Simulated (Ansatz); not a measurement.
```xyz
9

C    -0.2243   -1.0328   -0.5125
C     0.4683    0.1886   -0.0048
Cl   -0.0632    1.7000   -0.7243
C     1.4420    0.2635    0.9287
Cl    2.0868   -1.1292    1.7426
H    -1.3175   -0.9636   -0.3350
H    -0.0779   -1.1379   -1.6076
H     0.1676   -1.9353   -0.0073
H     1.8915    1.2182    1.2354
```

Theory: RKS PBE/def2-SVP (Ansatz).

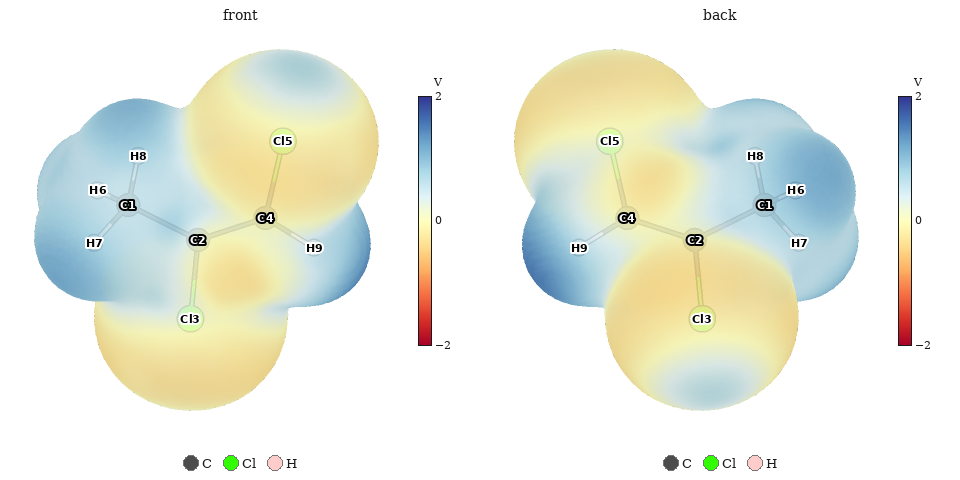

C3H4Cl2 (SMILES CC(Cl)=CCl). The molecular electrostatic potential painted on the density surface at 0.004 e/bohr³, seen from the front and from behind; the colour scale runs from red (negative) to blue (positive).

Describe the electrostatic potential map.

The most negative region (about −0.4 V) lies over Cl3 and Cl5, the most positive (about +1.5 V) over H9. Cl3 shows a σ-hole: about +0.7 V at the tip opposite its bond, against about −0.3 V on its flanks. Cl5 shows a σ-hole: about +0.8 V at the tip opposite its bond, against about −0.1 V on its flanks.
